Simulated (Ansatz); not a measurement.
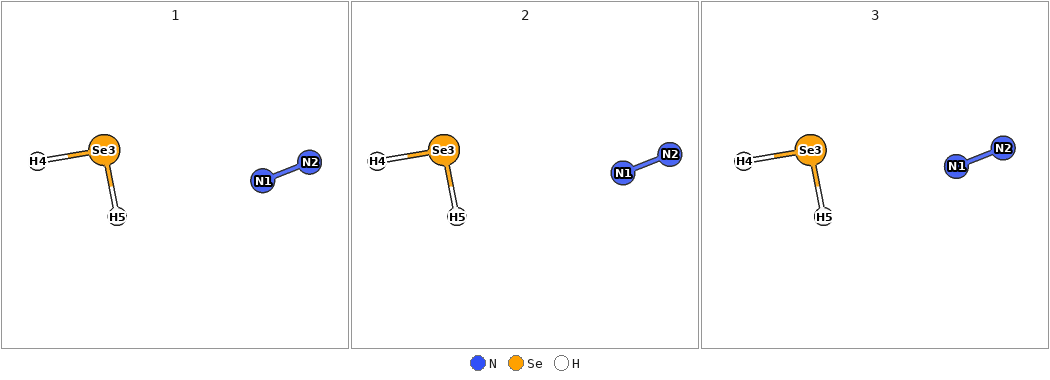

The pair N₂···H₂Se. First axis: separation of Se3 and N1 along their line in the relaxed pair. Second axis: sideways slip of N1, N2. Nothing is relaxed (both partners rigid). The scan uses a 13 × 13 grid. Points are written as (first, second). All energies are given in kcal/mol relative to the lowest grid point. Computed with Ansatz, RKS PBE0-D4/def2-TZVPD.

The numbered pictures are structures from this grid.

Which is the most stable, and how do the others follow?

1, at (3.495 Å, 0.00 Å): 0.00 kcal/mol; 2, at (3.901 Å, −0.25 Å): 0.15 kcal/mol; 3, at (3.166 Å, −0.25 Å): 0.32 kcal/mol.

The map, with the structures marked:

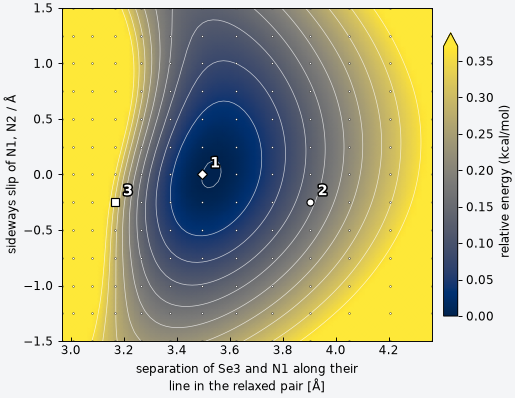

The picture shows a smooth colour map with a few white contour lines, dots at the grid points, one colour for all values above the top of the scale. Between grid points the surface is interpolated.
